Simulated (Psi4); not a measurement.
**Property calculation, with input and output: BNH6 (part 2 of 2)**

BNH6, SMILES [BH3-][NH3+]; CASSCF/cc-pVDZ, RHF (Psi4 1.11). The geometry comes from this level: PBE0-D4/def2-TZVP.

Geometry of the input (Å):
```
B  -0.1913  0.2508  -0.7754
N  0.2065  -0.2551  0.7317
H  -0.0782  -0.7284  -1.4810
H  -1.3326  0.6497  -0.6872
H  0.6044  1.1266  -1.0384
H  0.1408  0.5070  1.3987
H  1.1566  -0.6113  0.7553
H  -0.4140  -0.9965  1.0405
```

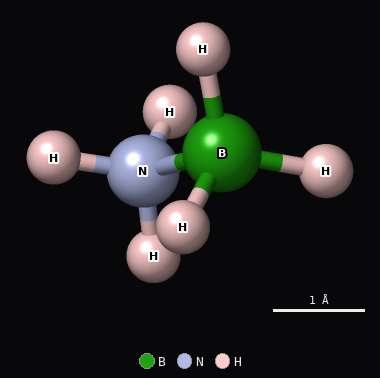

Fig. 1: The input geometry (ball-and-stick view, seen at a tilt).

**The program's output, continued**
```
  DFHelper Memory: AOs need 0.008 GiB; user supplied 1.192 GiB.
  SCF_SUBTYPE=INCORE selected. In-core MEM_DF algorithm will be used.
  Using in-core AOs.

   ==> Starting DF-MCSCF iterations <==

           Iter         Total Energy       Delta E   Orb RMS    CI RMS  NCI NORB
   @DF-MCSCF  1:    -82.623782550782   -5.8267e-06  3.76e-06  1.06e-14    1    1  Initial CI
      Warning! Maxstep = 2.01, scaling to 0.50
   @DF-MCSCF  2:    -82.624830603996   -1.0481e-03  2.61e-04  6.80e-16    5    1  TS
   @DF-MCSCF  3:    -82.627623621594   -2.7930e-03  5.34e-04  6.89e-09    4    1  TS
   @DF-MCSCF  4:    -82.629489551915   -1.8659e-03  4.93e-04  1.49e-08    4    1  TS, DIIS
   @DF-MCSCF  5:    -82.632515989457   -3.0264e-03  6.03e-04  3.42e-07    4    1  TS, DIIS
   @DF-MCSCF  6:    -82.633055941227   -5.3995e-04  6.16e-04  3.73e-07    3    1  TS, DIIS
   @DF-MCSCF  7:    -82.633120009117   -6.4068e-05  6.22e-04  5.43e-08    3    1  TS, DIIS
   @DF-MCSCF  8:    -82.632791940624    3.2807e-04  6.07e-04  2.43e-07    3    1  TS, DIIS
   @DF-MCSCF  9:    -82.632864052592   -7.2112e-05  6.16e-04  4.41e-07    3    1  TS, DIIS
   @DF-MCSCF 10:    -82.633740283799   -8.7623e-04  5.72e-04  7.25e-08    4    1  TS, DIIS
   @DF-MCSCF 11:    -82.634612825909   -8.7254e-04  5.20e-04  1.33e-07    4    1  TS, DIIS
   @DF-MCSCF 12:    -82.634738521833   -1.2570e-04  4.83e-04  1.95e-07    4    1  TS, DIIS
   @DF-MCSCF 13:    -82.636479226939   -1.7407e-03  3.75e-04  1.01e-07    4    1  TS, DIIS
   @DF-MCSCF 14:    -82.636078702864    4.0052e-04  4.07e-04  8.65e-08    4    1  TS, DIIS
   @DF-MCSCF 15:    -82.636284229481   -2.0553e-04  3.82e-04  3.51e-08    4    1  TS, DIIS
   @DF-MCSCF 16:    -82.636348962159   -6.4733e-05  3.43e-04  5.46e-08    4    1  TS, DIIS
   @DF-MCSCF 17:    -82.636587531844   -2.3857e-04  2.81e-04  2.92e-07    4    1  TS, DIIS
   @DF-MCSCF 18:    -82.636572601856    1.4930e-05  2.51e-04  1.27e-07    4    1  TS, DIIS
   @DF-MCSCF 19:    -82.636650385810   -7.7784e-05  2.17e-04  1.55e-07    4    1  TS, DIIS
   @DF-MCSCF 20:    -82.636921534113   -2.7115e-04  2.64e-04  3.70e-14    5    1  TS, DIIS
   @DF-MCSCF 21:    -82.636879964124    4.1570e-05  2.75e-04  7.30e-09    4    1  TS, DIIS
   @DF-MCSCF 22:    -82.636875742468    4.2217e-06  2.66e-04  1.35e-08    4    1  TS, DIIS
   @DF-MCSCF 23:    -82.636753240832    1.2250e-04  2.10e-04  5.42e-09    4    1  TS, DIIS
   @DF-MCSCF 24:    -82.636716160733    3.7080e-05  2.04e-04  4.70e-09    4    1  TS, DIIS
   @DF-MCSCF 25:    -82.636723338032   -7.1773e-06  1.95e-04  2.41e-08    4    1  TS, DIIS
   @DF-MCSCF 26:    -82.636727876356   -4.5383e-06  2.20e-04  1.57e-07    4    1  TS, DIIS
   @DF-MCSCF 27:    -82.636727718275    1.5808e-07  2.12e-04  5.37e-08    4    1  TS, DIIS
   @DF-MCSCF 28:    -82.636785567293   -5.7849e-05  2.55e-04  1.15e-07    4    1  TS, DIIS
   @DF-MCSCF 29:    -82.636802772732   -1.7205e-05  2.70e-04  1.52e-08    4    1  TS, DIIS
   @DF-MCSCF 30:    -82.636837449852   -3.4677e-05  2.56e-04  2.84e-08    4    1  TS, DIIS
   @DF-MCSCF 31:    -82.636876784605   -3.9335e-05  2.76e-04  4.69e-08    3    1  TS, DIIS
   @DF-MCSCF 32:    -82.637002375596   -1.2559e-04  2.80e-04  6.33e-08    4    1  TS, DIIS
   @DF-MCSCF 33:    -82.636893788390    1.0859e-04  2.40e-04  7.05e-08    4    1  TS, DIIS
   @DF-MCSCF 34:    -82.636915944774   -2.2156e-05  2.41e-04  2.36e-07    3    1  TS, DIIS
   @DF-MCSCF 35:    -82.636903936195    1.2009e-05  2.46e-04  9.53e-08    4    1  TS, DIIS
   @DF-MCSCF 36:    -82.636994364246   -9.0428e-05  3.02e-04  1.11e-07    4    1  TS, DIIS
   @DF-MCSCF 37:    -82.636941088791    5.3275e-05  2.86e-04  6.63e-09    4    1  TS, DIIS
   @DF-MCSCF 38:    -82.636975042341   -3.3954e-05  3.12e-04  1.51e-07    4    1  TS, DIIS
   @DF-MCSCF 39:    -82.636702747821    2.7229e-04  2.15e-04  6.24e-08    4    1  TS, DIIS
   @DF-MCSCF 40:    -82.636682112777    2.0635e-05  2.63e-04  3.15e-08    4    1  TS, DIIS
   @DF-MCSCF 41:    -82.636550904946    1.3121e-04  1.94e-04  2.55e-08    4    1  TS, DIIS
   @DF-MCSCF 42:    -82.636450116415    1.0079e-04  1.33e-04  2.39e-08    4    1  TS, DIIS
   @DF-MCSCF 43:    -82.636446176109    3.9403e-06  1.21e-04  3.03e-09    4    1  TS, DIIS
   @DF-MCSCF 44:    -82.636397582518    4.8594e-05  7.25e-05  3.91e-09    4    1  TS, DIIS
   @DF-MCSCF 45:    -82.636380716342    1.6866e-05  5.98e-05  2.60e-09    4    1  TS, DIIS
   @DF-MCSCF 46:    -82.636371628543    9.0878e-06  3.88e-05  1.04e-08    4    1  TS, DIIS
   @DF-MCSCF 47:    -82.636366733383    4.8952e-06  3.19e-05  2.78e-08    3    1  TS, DIIS
   @DF-MCSCF 48:    -82.636363417718    3.3157e-06  3.67e-05  2.83e-09    4    1  TS, DIIS
   @DF-MCSCF 49:    -82.636364251941   -8.3422e-07  3.28e-05  2.59e-08    3    1  TS, DIIS

          @DF-MCSCF has converged!

   @DF-MCSCF Final Energy:  -82.636364251940989

   Computing CI Natural Orbitals

   ==> Starting CI iterations <==

    H0 Block Eigenvalue = -82.63636425

    Simultaneous Expansion Method (Block Davidson Method)
    Using 1 initial trial vectors

     Iter   Root       Total Energy       Delta E      C RMS

   @CI  0:     0    -82.636364251941   -1.5601E+00   4.6646E-14
    Warning: Norm of correction (root 0) is < 1.0E-13
   @CI  1:     0    -82.636364251941   0.0000E+00   1.1547E-14 c

   ==> Energetics <==

    SCF energy =          -82.623776724079661
    Total MCSCF energy =  -82.636364251940989

   ==> MCSCF root 0 information <==

    MCSCF Root 0 energy =   -82.636364251941004

   Active Space Natural occupation numbers:

         A   1.986486         A   0.007649         A   0.005865

   The 9 most important determinants:

    *   1   -0.996616  (    0,    0)  9AX
    *   2    0.061841  (    1,    1)  10AX
    *   3    0.054153  (    2,    2)  11AX
    *   4    0.000000  (    0,    2)  9AA 11AB
    *   5    0.000000  (    2,    0)  9AB 11AA
    *   6    0.000000  (    1,    2)  10AA 11AB
    *   7    0.000000  (    2,    1)  10AB 11AA
    *   8   -0.000000  (    0,    1)  9AA 10AB
    *   9   -0.000000  (    1,    0)  9AB 10AA

Properties will be evaluated at   0.000000,   0.000000,   0.000000 [a0]

Properties computed using the CASSCF density matrix

 Multipole Moments:

 ------------------------------------------------------------------------------------
     Multipole            Electronic (a.u.)      Nuclear  (a.u.)        Total (a.u.)
 ------------------------------------------------------------------------------------

 L = 1.  Multiply by 2.5417464519 to convert [e a0] to [Debye]
 Dipole X            :          0.4398175            0.1242860            0.5641035
 Dipole Y            :         -0.5407823           -0.1581129           -0.6988952
 Dipole Z            :          1.5722537            0.4708985            2.0431522
 Magnitude           :                                                    2.2318463

 ------------------------------------------------------------------------------------

Properties will be evaluated at   0.000000,   0.000000,   0.000000 [a0]

Properties computed using the CASSCF density matrix

 Multipole Moments:

 ------------------------------------------------------------------------------------
     Multipole            Electronic (a.u.)      Nuclear  (a.u.)        Total (a.u.)
 ------------------------------------------------------------------------------------

 L = 1.  Multiply by 2.5417464519 to convert [e a0] to [Debye]
 Dipole X            :          0.4398175            0.1242860            0.5641035
 Dipole Y            :         -0.5407823           -0.1581129           -0.6988952
 Dipole Z            :          1.5722537            0.4708985            2.0431522
 Magnitude           :                                                    2.2318463

 L = 2.  Multiply by 1.3450342976 to convert [e a0^2] to [Debye ang]
 Quadrupole XX       :        -26.8861824           14.7845602          -12.1016222
 Quadrupole XY       :          3.4282810           -3.3623926            0.0658884
 Quadrupole XZ       :        -10.0934312           10.0175730           -0.0758582
 Quadrupole YY       :        -28.4484108           16.4165094          -12.0319014
 Quadrupole YZ       :         12.8130975          -12.7382565            0.0748410
 Quadrupole ZZ       :        -62.2360831           50.0888126          -12.1472704
 Traceless XX        :         12.3040430          -12.3120672           -0.0080242
 Traceless YY        :         10.7418146          -10.6801180            0.0616966
 Traceless ZZ        :        -23.0458577           22.9921852           -0.0536724

 ------------------------------------------------------------------------------------
  Mulliken Charges: (a.u.)
   Center  Symbol    Alpha    Beta     Spin     Total
       1     B     2.48910  2.48910  0.00000  0.02179
       2     N     3.50006  3.50006  0.00000 -0.00012
       3     H     0.57078  0.57078  0.00000 -0.14156
       4     H     0.58236  0.58236  0.00000 -0.16471
       5     H     0.57052  0.57052  0.00000 -0.14103
       6     H     0.42893  0.42893  0.00000  0.14214
       7     H     0.42917  0.42917  0.00000  0.14166
       8     H     0.42909  0.42909  0.00000  0.14183

   Total alpha =  9.00000, Total beta =  9.00000, Total charge = -0.00000

  Lowdin Charges: (a.u.)
   Center  Symbol    Alpha    Beta     Spin     Total
       1     B     2.69804  2.69804  0.00000 -0.39607
       2     N     3.34619  3.34619  0.00000  0.30762
       3     H     0.53158  0.53158  0.00000 -0.06315
       4     H     0.53551  0.53551  0.00000 -0.07103
       5     H     0.53172  0.53172  0.00000 -0.06344
       6     H     0.45228  0.45228  0.00000  0.09544
       7     H     0.45238  0.45238  0.00000  0.09524
       8     H     0.45231  0.45231  0.00000  0.09538

  Total alpha =  9.00000, Total beta =  9.00000, Total charge = -0.00000

  Variable Map:
  ----------------------------------------------------------------------------
  "CI CORRELATION ENERGY"        =>      -0.012587527861
  "CI ROOT 0 CORRELATION ENERGY" =>      -0.012587527861
  "CI ROOT 0 TOTAL ENERGY"       =>     -82.636364251941
  "CI TOTAL ENERGY"              =>     -82.636364251941
  "CURRENT CORRELATION ENERGY"   =>      -0.012587527861
  "CURRENT ENERGY"               =>     -82.636364251941
  "CURRENT REFERENCE ENERGY"     =>     -82.623776724080
  "DD SOLVATION ENERGY"          =>       0.000000000000
  "DETCI AVG DVEC NORM"          =>       0.000000000000
  "FCI CORRELATION ENERGY"       =>      -0.012587527861
  "FCI TOTAL ENERGY"             =>     -82.636364251941
  "HF KINETIC ENERGY"            =>      82.499280910948
  "HF POTENTIAL ENERGY"          =>    -165.123057635028
  "HF TOTAL ENERGY"              =>     -82.623776724080
  "HF VIRIAL RATIO"              =>       2.001509053312
  "MCSCF TOTAL ENERGY"           =>     -82.636364251941
  "NUCLEAR REPULSION ENERGY"     =>      40.754562783002
  "ONE-ELECTRON ENERGY"          =>    -190.914006925674
  "PCM POLARIZATION ENERGY"      =>       0.000000000000
  "PE ENERGY"                    =>       0.000000000000
  "SCF ITERATION ENERGY"         =>     -82.623776724080
  "SCF ITERATIONS"               =>      10.000000000000
  "SCF TOTAL ENERGY"             =>     -82.623776724080
  "TWO-ELECTRON ENERGY"          =>      67.535667418592

  Array Variable Map:
  ----------------------------------------------------------------------------
  "CASSCF DIPOLE"                =>       0.564103462508 ... 2.043152196953 1 by 3
  "CASSCF QUADRUPOLE"            =>     -12.101622199079 ... -12.147270442816 1 by 6
  "CURRENT DIPOLE"               =>       0.540257818792 ... 2.046440892678 1 by 3
  "SCF DIPOLE"                   =>       0.540257818792 ... 2.046440892678 1 by 3
  "SCF TOTAL ENERGIES"           =>     -82.007900519251 ... -82.623776724080 1 by 11

    Psi4 run time: 0:00:02.28
```
